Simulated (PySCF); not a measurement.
# C₅H₄FN: runs on many settings, part 2 of 2

PySCF 2.14.0. Atoms count from 0.

## (4) Excited states and response: B97-D/aug-cc-pVDZ

Job settings and geometry (Å):

```
{"job": {"kind": "uv", "xc": "B97-D", "basis": "aug-cc-pVDZ", "nstates": 3, "ntriplets": 0, "tda": false, "scf": {"aux": "def2-qzvpp-jkfit"}}, "charge": 0, "multiplicity": 1}
N      2.872568    -0.408216     0.265602
C      1.821577    -0.181204    -0.121516
C      0.490740     0.093586    -0.587626
C     -0.604398    -0.900301    -0.079951
C     -1.219575     0.275585     0.640272
C     -0.286384     1.112498     0.210127
F     -0.043736     2.411021     0.364774
H      0.503857     0.257497    -1.667848
H     -0.225482    -1.691127     0.565120
H     -1.212910    -1.331153    -0.872469
H     -2.090832     0.364486     1.257552
```

Level: TDDFT B97-D/aug-cc-pVDZ, vertical, gas phase, core orbitals frozen in the response.

Log:

```text
final grid: 100128 points
cycle   1  E = -347.1621253839  dE =  1.047e+00  |g| = 6.406e-01  |ddm| = 1.216e+01
cycle   2  E = -346.7559397878  dE =  4.062e-01  |g| = 1.465e+00  |ddm| = 3.909e+00
cycle   3  E = -347.2199383947  dE = -4.640e-01  |g| = 3.764e-01  |ddm| = 2.710e+00
cycle   4  E = -347.2525853868  dE = -3.265e-02  |g| = 7.242e-02  |ddm| = 7.647e-01
cycle   5  E = -347.2532560183  dE = -6.706e-04  |g| = 4.147e-02  |ddm| = 2.081e-01
cycle   6  E = -347.2536608114  dE = -4.048e-04  |g| = 1.352e-02  |ddm| = 1.002e-01
cycle   7  E = -347.2536987934  dE = -3.798e-05  |g| = 5.043e-03  |ddm| = 3.076e-02
cycle   8  E = -347.2537043102  dE = -5.517e-06  |g| = 1.083e-03  |ddm| = 1.077e-02
cycle   9  E = -347.2537045919  dE = -2.818e-07  |g| = 2.146e-04  |ddm| = 3.311e-03
cycle  10  E = -347.2537046021  dE = -1.018e-08  |g| = 9.228e-05  |ddm| = 8.182e-04
cycle  11  E = -347.2537046042  dE = -2.124e-09  |g| = 1.713e-05  |ddm| = 2.675e-04
cycle  12  E = -347.2537046043  dE = -5.821e-11  |g| = 8.040e-06  |ddm| = 6.274e-05
converged SCF energy = -347.2537046043

Static polarisability (au): isotropic 61.978, principal 49.809 60.140 75.985

Singlet excitations
state   eV       nm        f      main configurations
  1   5.8861    210.6   0.00543   H->L+1 0.88, H->L 0.09
  2   6.1202    202.6   0.02668   H->L+2 0.60, H->L 0.29, H->L+1 0.09
  3   6.5171    190.2   0.00837   H->L+3 0.81, H->L+2 0.10
```

It took 48 s on 1 thread of Arm Neoverse N1, shared host; peak memory 0.57 GiB.

The orbitals next to the gap, with their largest atomic shares:

```csv
orbital,eV,atoms
HOMO−3,-8.63,"N0 80 %, C1 13 %"
HOMO−2,-8.11,"N0 45 %, C1 29 %, C3 9 %"
HOMO−1,-8.05,"N0 41 %, C1 27 %, C2 10 %"
HOMO,-6.71,"C4 34 %, C5 30 %, F6 12 %"
LUMO,-1.19,"C4 33 %, C5 27 %, C2 8 %"
LUMO+1,-0.82,"H9 18 %, N0 15 %, C1 13 %"
LUMO+2,-0.46,"C1 17 %, N0 16 %, C2 14 %"
```

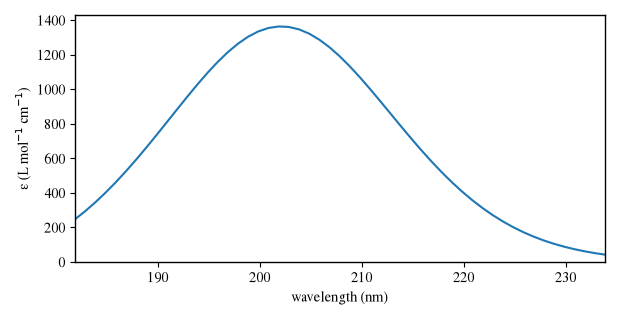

Absorption spectrum: each of the 3 states is a Gaussian band of 0.4 eV half-width at 1/e. Beyond the last state computed it falls off for lack of states.

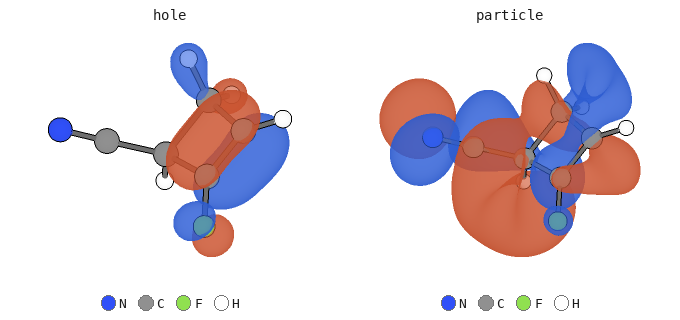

Leading natural transition orbitals of singlet state 2: the electron leaves the hole (left) for the particle orbital (right).

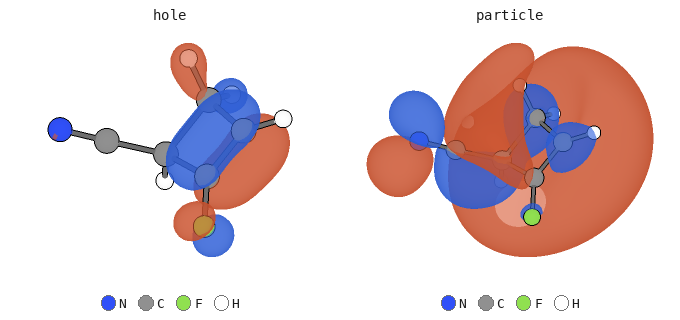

Leading natural transition orbitals of singlet state 1: the electron leaves the hole (left) for the particle orbital (right).

Ground-state properties from the same run:

```csv
property,computed
dipole moment (D),4.26
polarisability (Å³),9.18
HOMO–LUMO gap (eV),5.52
−ε(HOMO) (eV),6.71
```

## (5) Shielding tensors: PBE0/6-311+G(2d,p)

The job, as its differences from that of step 4:

```diff
@@ -1,2 +1,2 @@
-{"job": {"kind": "uv", "xc": "B97-D", "basis": "aug-cc-pVDZ", "nstates": 3, "ntriplets": 0, "tda": false, "scf": {"aux": "def2-qzvpp-jkfit"}}, "charge": 0, "multiplicity": 1}
+{"job": {"kind": "nmr", "xc": "PBE0", "basis": "6-311+G(2d,p)", "pop": true, "scf": {"conv": 1e-07}}, "charge": 0, "multiplicity": 1}
 N      2.872568    -0.408216     0.265602
```

Method: GIAO PBE0/6-311+G(2d,p) NMR shielding, non-relativistic, gas phase.

Log:

```text
final grid: 100128 points
cycle   1  E = -347.0919540023  dE =  1.229e+00  |g| = 5.960e-01  |ddm| = 4.106e+00
cycle   2  E = -346.8910192205  dE =  2.009e-01  |g| = 1.150e+00  |ddm| = 2.179e+00
cycle   3  E = -347.1598555631  dE = -2.688e-01  |g| = 1.758e-01  |ddm| = 1.187e+00
cycle   4  E = -347.1654811669  dE = -5.626e-03  |g| = 6.539e-02  |ddm| = 1.891e-01
cycle   5  E = -347.1662243670  dE = -7.432e-04  |g| = 1.875e-02  |ddm| = 7.580e-02
cycle   6  E = -347.1663035844  dE = -7.922e-05  |g| = 4.645e-03  |ddm| = 2.803e-02
cycle   7  E = -347.1663072611  dE = -3.677e-06  |g| = 1.917e-03  |ddm| = 6.853e-03
cycle   8  E = -347.1663080132  dE = -7.521e-07  |g| = 3.816e-04  |ddm| = 2.145e-03
cycle   9  E = -347.1663080440  dE = -3.078e-08  |g| = 1.327e-04  |ddm| = 6.362e-04
converged SCF energy = -347.1663080440

GIAO shielding tensors (ppm)
atom      isotropic    diamagn.    paramagn.     s11        s22        s33       span
  0 N      -25.323     319.196    -344.519   -186.969   -172.764    283.763    470.732
  1 C       68.239     269.112    -200.873    -46.917    -42.111    293.746    340.663
  2 C      154.524     235.536     -81.012    140.166    158.270    165.137     24.971
  3 C      162.324     242.132     -79.808    139.561    163.102    184.310     44.748
  4 C       75.605     255.925    -180.320    -10.656    103.173    134.299    144.955
  5 C       32.786     248.497    -215.711    -64.998     79.809     83.546    148.544
  6 F      263.855     477.407    -213.552    153.161    307.216    331.186    178.025
  7 H       28.139      27.294       0.845     24.258     27.360     32.799      8.542
  8 H       29.622      31.119      -1.496     26.227     28.018     34.622      8.395
  9 H       29.514      29.866      -0.352     26.243     26.863     35.436      9.193
 10 H       26.906      29.849      -2.944     24.802     25.249     30.666      5.863
```

Run time: 36 s. Hardware: 1 thread of Arm Neoverse N1, shared host; peak memory 0.87 GiB.

This run: δ C5 156.1, C1 120.7, C4 113.3, C2 34.4, H10 5.07, H7 3.84 ppm.

## (6) Excited states and response: wB97X/pcSseg-0

The job, as its differences from that of step 5:

```diff
@@ -1,2 +1,2 @@
-{"job": {"kind": "nmr", "xc": "PBE0", "basis": "6-311+G(2d,p)", "pop": true, "scf": {"conv": 1e-07}}, "charge": 0, "multiplicity": 1}
+{"job": {"kind": "uv", "xc": "wB97X", "basis": "pcSseg-0", "nstates": 3, "ntriplets": 0, "tda": true}, "charge": 0, "multiplicity": 1}
 N      2.872568    -0.408216     0.265602
```

Level: TDA wB97X/pcSseg-0, vertical, gas phase, core orbitals frozen in the response.

Log:

```text
coarse grid: 10064 points
cycle   1  E = -346.4973254877  dE =  1.539e+00  |g| = 6.847e-01  |ddm| = 4.008e+00
cycle   2  E = -346.4356993596  dE =  6.163e-02  |g| = 9.658e-01  |ddm| = 2.561e+00
cycle   3  E = -346.6195026117  dE = -1.838e-01  |g| = 7.506e-02  |ddm| = 1.306e+00
cycle   4  E = -346.6203509530  dE = -8.483e-04  |g| = 5.730e-02  |ddm| = 1.505e-01
cycle   5  E = -346.6210113753  dE = -6.604e-04  |g| = 7.189e-03  |ddm| = 7.028e-02
cycle   6  E = -346.6210255452  dE = -1.417e-05  |g| = 2.614e-03  |ddm| = 1.471e-02
cycle   7  E = -346.6210275711  dE = -2.026e-06  |g| = 7.785e-04  |ddm| = 6.645e-03
final grid: 100128 points
cycle   8  E = -346.5793099053  dE = -3.619e-05  |g| = 3.172e-03  |ddm| = 4.763e-02
cycle   9  E = -346.5793112909  dE = -1.386e-06  |g| = 2.966e-03  |ddm| = 9.611e-03
cycle  10  E = -346.5793128111  dE = -1.520e-06  |g| = 4.284e-04  |ddm| = 3.614e-03
cycle  11  E = -346.5793128786  dE = -6.752e-08  |g| = 2.297e-04  |ddm| = 1.428e-03
cycle  12  E = -346.5793128900  dE = -1.143e-08  |g| = 7.283e-05  |ddm| = 4.845e-04
cycle  13  E = -346.5793128915  dE = -1.505e-09  |g| = 1.889e-05  |ddm| = 1.355e-04
cycle  14  E = -346.5793128917  dE = -1.997e-10  |g| = 7.435e-06  |ddm| = 7.381e-05
converged SCF energy = -346.5793128917

Static polarisability (au): isotropic 44.952, principal 34.660 43.061 57.135

Singlet excitations
state   eV       nm        f      main configurations
  1   8.0993    153.1   0.00656   H-1->L+1 0.21, H-2->L+1 0.19, H-2->L+2 0.18
  2   8.1613    151.9   0.18284   H->L 0.58, H-2->L+1 0.15, H-1->L 0.09
  3   8.3831    147.9   0.00104   H->L+1 0.62, H-1->L+1 0.10, H-1->L+2 0.10
```

Run time: 7.5 s. Hardware: 1 thread of Arm Neoverse N1, shared host; peak memory 0.45 GiB.

In short: HOMO -10.46 eV, LUMO 2.07 eV; lowest singlet 8.10 eV.

## (7) Side by side: NMR shifts

Shifts (ppm) of some atoms, chosen among heavy atoms and hydrogens apart, with basis size and wall time:

```csv
run,C5,C1,C4,H7,H8,N0,F6,functions,time
HSE06/pcSseg-1,159.0,121.8,116.5,3.67,2.34,306.6,-85.3,139,43 s
CAM-B3LYP/pcSseg-1,163.7,123.2,118.4,3.56,2.30,310.5,-82.3,139,26 s
"PBE0/6-311+G(2d,p)",156.1,120.7,113.3,3.84,2.35,288.8,-95.3,213,36 s
```

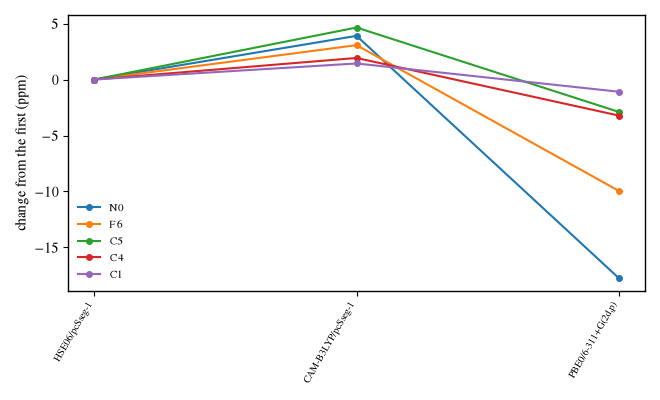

How five of the tabulated atoms move from run to run.

## (8) Run by run: electronic excitations

Excitations and ground-state properties, with basis size and wall time:

```csv
run,lowest singlet (eV),brightest (eV),f,gap (eV),α (Å³),μ (D),functions,time
B97-D/aug-cc-pVDZ,5.89,6.12,0.027,5.52,9.18,4.26,197,48 s
wB97X/pcSseg-0,8.10,8.16,0.183,12.53,6.66,4.25,71,7.5 s
```

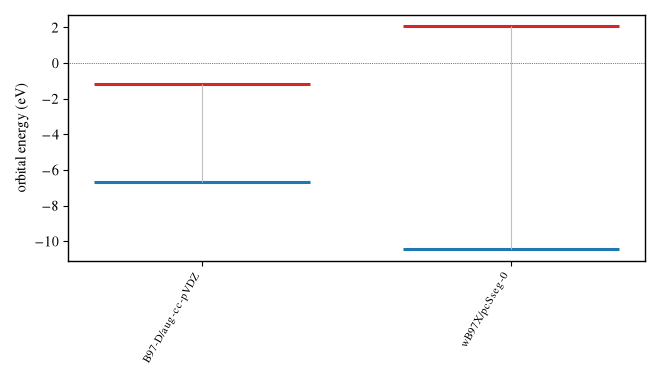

HOMO (blue) and LUMO (red) run by run.

## (9) What came out

What follows sums up all 2 parts.

| quantity | value |
| --- | --- |
| 13C shifts against TMS (HSE06/pcSseg-1) | 159.0, 121.8, 116.5, 34.7, 27.7 ppm |
| 1H shifts against TMS (HSE06/pcSseg-1) | 5.04, 3.67, 2.51, 2.34 ppm |
| 15N shifts against NH3 (HSE06/pcSseg-1) | 306.6 ppm |
| 19F shifts against CFCl3 (HSE06/pcSseg-1) | -85.3 ppm |
| surface potential, least and greatest | -1.76 V and 1.41 V |
| lowest singlet (B97-D/aug-cc-pVDZ) | 5.89 eV (211 nm), f = 0.005 |
| brightest single state of those computed | state 2, 6.12 eV, f = 0.027 |
| range of the shift of N0 | 288.8 to 310.5 ppm |
| range of the lowest singlet | 5.89 to 8.10 eV |

Single values in the summary come from the first run of each kind that ended normally (HSE06/pcSseg-1; B97-D/aug-cc-pVDZ), which need not be the best level. H10 (hydrogen on an alkene CH) lies farthest downfield among hydrogen, at 5.04 ppm; attached to an sp2 carbon and in the plane of the double bond. At HSE06/pcSseg-1: The widest tensor belongs to N0: span 490 ppm, with a paramagnetic part of -379 ppm. At HSE06/pcSseg-1, counted by nearest atom on the grid, the HOMO lies on C4, C5 about 34 % each; F6 11 %, the LUMO on C4, C5 about 30 % each; H10 9 %. The first singlet state (HOMO→LUMO+1 0.88, HOMO→LUMO 0.09) lies at 5.89 eV and is weak; of the 3 states computed, the strongest absorption comes from state 2 at 6.12 eV. Across the 3 runs the shift of N0 moves most, between 288.8 (PBE0/6-311+G(2d,p)) and 310.5 ppm (CAM-B3LYP/pcSseg-1). The lowest singlet runs from 5.89 eV (B97-D/aug-cc-pVDZ) to 8.10 eV (wB97X/pcSseg-0), while the orbital gap spans 5.52 to 12.53 eV. The lowest state need not be the same one in every run. The runs solved for a few states only, so the brightest column depends on that window.
